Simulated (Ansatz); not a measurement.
# ZnIn2 (built on the sites of a database entry of MgB2): the cell at rest, part 2 of 2

Task: relax ZnIn2 (built on the sites of a database entry of MgB2) tightly.

Ansatz 0.2.0; DFT PBEsol, scalar-relativistic, plane waves, norm-conserving pseudopotentials.

So far. Step 2 (Probe on a coarse mesh): The coarse mesh shows no gap and a pressure of 103.9 GPa.

The structure was built from a prototype and need not be the compound's stable phase.

## (4) Bringing the structure to rest (continued)

The steps of the relaxation:

| step | energy less that of the first step (eV) | largest force component (eV/Å) | pressure (GPa) | volume (Å³) |
| --- | --- | --- | --- | --- |
| 1 | 0.0000 | 0.0000 | 0.03 | 69.25 |
| 2 | -0.0288 | 0.0000 | -0.05 | 68.96 |
| 3 | -0.0465 | 0.0000 | 0.66 | 67.78 |
| 4 | -0.0484 | 0.0000 | -0.23 | 69.04 |
| 5 | -0.0486 | 0.0000 | 0.02 | 68.65 |
| 6 | -0.0487 | 0.0000 | 0.00 | 68.69 |
| 7* | -0.0489 | 0.0000 | 0.02 | 68.69 |

Relaxation steps marked * repeat the geometry before them on a plane-wave basis chosen anew for their cell, so energy and pressure can jump there.

The run keeps the 24 symmetry operations that it works with, so distortions that break them were not tested.

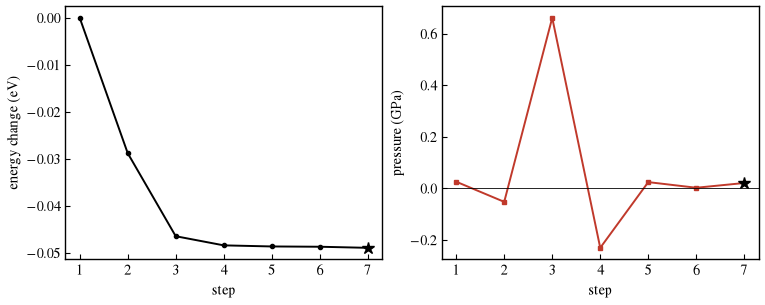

Energy and pressure along the relaxation. Stars mark steps on a basis chosen anew.

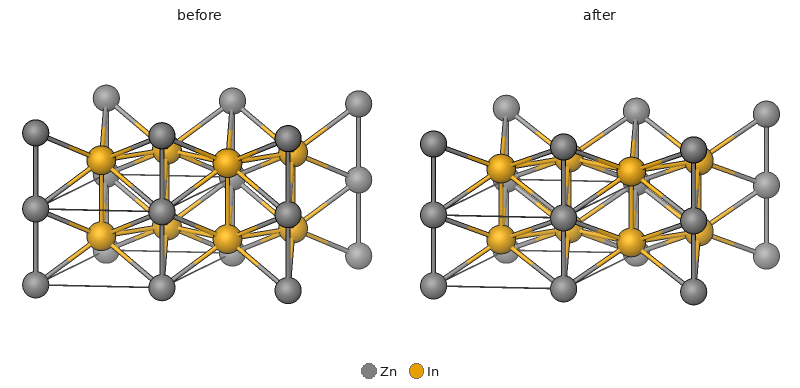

Before and after, at one scale.

| conventional cell, symmetrised | before | after | change |
| --- | --- | --- | --- |
| a (Å) | 5.009 | 5.163 | +3.1 % |
| b (Å) | 5.009 | 5.163 | +3.1 % |
| c (Å) | 3.187 | 2.976 | -6.6 % |
| volume (Å³/atom) | 23.08 | 22.90 | -0.8 % |

The relaxed structure:

```xyz
3
Lattice="5.1626 0.0000 0.0000 -2.5813 4.4709 0.0000 0.0000 0.0000 2.9759" Properties=species:S:1:pos:R:3 pbc="T T T"
Zn    0.0000    0.0000    0.0000
In    0.0000    2.9806    1.4879
In    2.5813    1.4903    1.4879
```

Numbers from this step:

| Item | Value |
| --- | --- |
| pressure | 0.02080 GPa |
| volume per atom | 22.90 Å³ |

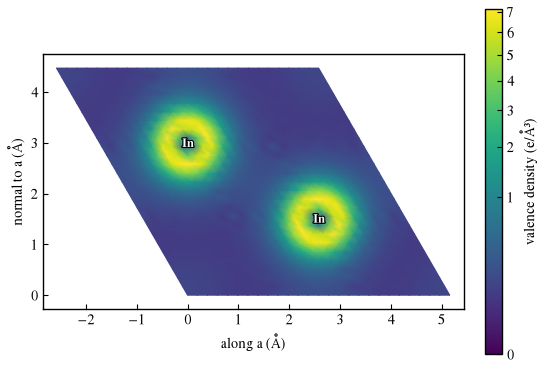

Valence density in the ab plane at fractional z = 0.500, with atoms of In within 0.2 Å of it. It is the smooth field of the valence electrons, not physical close to the nuclei. The colour scale is stretched toward low values.

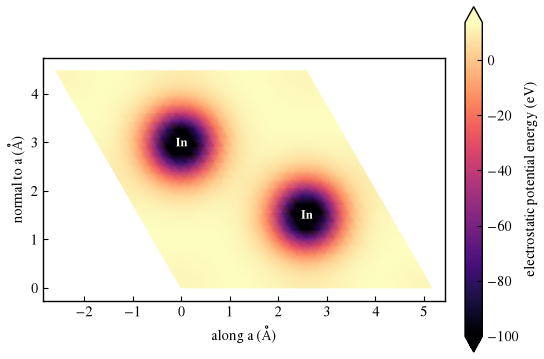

Electrostatic potential energy in the ab plane at fractional z = 0.500, with atoms of In within 0.2 Å of it. With pseudopotentials it is smooth inside the atoms' cores, unlike the true potential.

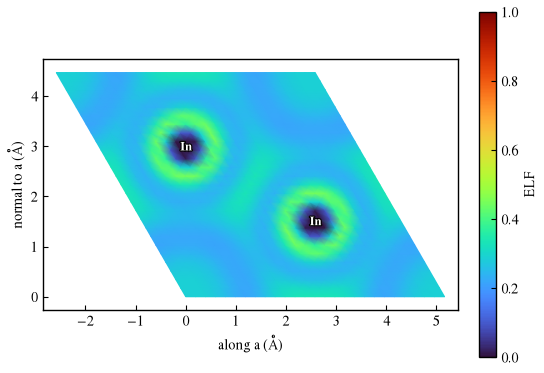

ELF in the ab plane at fractional z = 0.500, with atoms of In within 0.2 Å of it. It is the smooth field of the valence electrons, not physical close to the nuclei.

In this step the volume went from 23.08 to 22.90 Å³/atom.

## (5) Relaxing to small forces for the phonons

Phonons need a cell at rest on their own settings, so the relaxation is repeated with tight tolerances on forces and stress on the k mesh and occupations of the first response run.

input.yaml

```yaml
crystal:
  lattice:
    - [5.1625690595, 4.076e-06, 0.0]
    - [-2.5812880597, 4.4709139163, 0.0]
    - [0.0, 0.0, 2.9758832983]
  atoms:
    - { symbol: Zn, position: [0.0, 0.0, 0.0] }
    - { symbol: In, position: [0.3333333333, 0.6666666667, 0.5] }
    - { symbol: In, position: [0.6666666667, 0.3333333333, 0.5] }
kpoints:
  mp_grid: { grid: [12, 12, 16] }
hamiltonian:
  xc: pbesol
  pseudopotentials: { kind: nc }
scf:
  occupations: { method: methfessel_paxton, width: 0.2 }
output:
  forces: true
  stress: true
  eigenvalues: true
relax:
  adjacent_minimum: "off"
  f_tol: 0.001
  max_steps: 60
  cell: { stress_tol: 0.01 }
```

Command:

```bash
ansatz run input.yaml --threads 8 --pin off --max-ram 14336MiB --backend cpu --events-out ev --progress --plain --runs-dir out
```

Numbers of over 12 decimals in the logs are rounded to 6 here.

Output:

```text
[...]
Crystal: 3 atoms, lattice volume = 68.688 Å³
Basis set: ecut = 1142.878222 eV, 6035 PW (Γ), exchange–correlation on 120×120×72 points (8 copies of the dense FFT grid, shifted against one another)
Bands: 28, of which v1, the nominal top of the filled ones, is band 23 counted from 1 (22 counted from 0)
Symmetry: 24 space group operations
[...]
k-points: 171 of 2304
[...]
--- Relaxed structure (3 steps of the walk, 3 accepted, 1 SCFs on fresh bases) ---
[...]
cell:  # Å, volume = 68.6654 Å³
    - [5.149492, 4.065692844591384e-6, 0.0]
    - [-2.574750, 4.459589, 0.0]
    - [0.0, 0.0, 2.990049]
  atoms:
    - { symbol: Zn, position: [0, 0, 0.0] }
    - { symbol: In, position: [0.333333, 0.666667, 0.5] }
    - { symbol: In, position: [0.666667, 0.333333, 0.5] }
[key lines of the parts left out:]
SCF converged after 6 iterations
Free energy (F): -9292.436579 eV
Fermi energy:    11.068458 eV
P = ⅓ Tr σ = 0.0022 GPa (0.022 kbar)
```

Wall time 28 s (8 threads of Arm Neoverse V2, shared host); peak memory 1.3 GiB.

Relaxation path:

| step | energy less that of the first step (eV) | largest force component (eV/Å) | pressure (GPa) | volume (Å³) |
| --- | --- | --- | --- | --- |
| 1 | 0.0000 | 0.0000 | 0.00 | 68.69 |
| 2 | -0.0004 | 0.0000 | 0.00 | 68.67 |
| 3 | -0.0005 | 0.0000 | 0.00 | 68.67 |
| 4* | -0.0005 | 0.0000 | 0.00 | 68.67 |

Relaxation steps marked * repeat the geometry before them on a plane-wave basis chosen anew for their cell, so energy and pressure can jump there.

The run keeps the 24 symmetry operations that it works with, so distortions that break them were not tested.

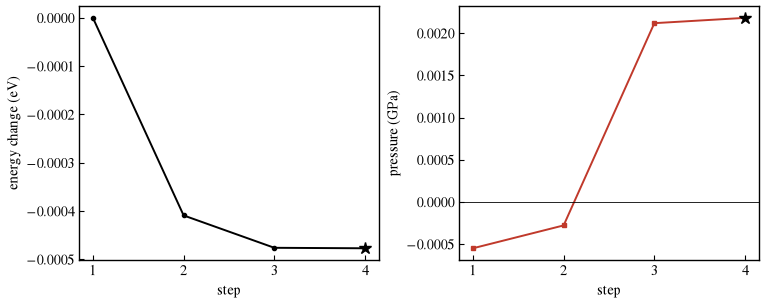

Energy and pressure along the relaxation. Stars mark steps on a basis chosen anew.

| conventional cell, symmetrised | before | after | change |
| --- | --- | --- | --- |
| a (Å) | 5.163 | 5.149 | -0.3 % |
| b (Å) | 5.163 | 5.149 | -0.3 % |
| c (Å) | 2.976 | 2.990 | +0.5 % |
| volume (Å³/atom) | 22.90 | 22.89 | -0.0 % |

Final coordinates:

```cif
data_structure
_symmetry_space_group_name_H-M 'P 1'
_symmetry_Int_Tables_number 1
_cell_length_a 5.1495
_cell_length_b 5.1495
_cell_length_c 2.9900
_cell_angle_alpha 90.000
_cell_angle_beta 90.000
_cell_angle_gamma 120.000
_cell_volume 68.67
loop_
_atom_site_label
_atom_site_type_symbol
_atom_site_fract_x
_atom_site_fract_y
_atom_site_fract_z
_atom_site_occupancy
Zn1 Zn 0.00000 0.00000 0.00000 1
In2 In 0.33333 0.66667 0.50000 1
In3 In 0.66667 0.33333 0.50000 1
```

This step gave:

* pressure: 0.002182 GPa
* volume per atom: 22.89 Å³

The forces vanish by symmetry and the pressure is 0.002 GPa, within the tolerances set. The cell now holds 22.89 Å³/atom.

## (6) Summary of results

- space group after relaxation (within 0.01 Å): P6/mmm
- lattice constant a: 5.149 Å
- lattice constant b: 5.149 Å
- lattice constant c: 2.990 Å
- volume per atom: 22.9 Å³

What this shows: The forces vanish by symmetry and the pressure is 0.002 GPa, within the tolerances set. The cell now holds 22.89 Å³/atom. The relaxation keeps the symmetry of its start, so it says nothing on stability against lower symmetry. The starting cell was built on a prototype and not taken from a measurement, so the phase need not exist.

[Logs are printed without paths, hosts, clocks, repeated set-up lines and the standing remarks that a program may print on its own settings, such as how far it seeks lower states.]

[Hosts, paths, dates, database ids (printed as entryN), source tags and the programs' standing remarks are cut or masked in the printed files.]
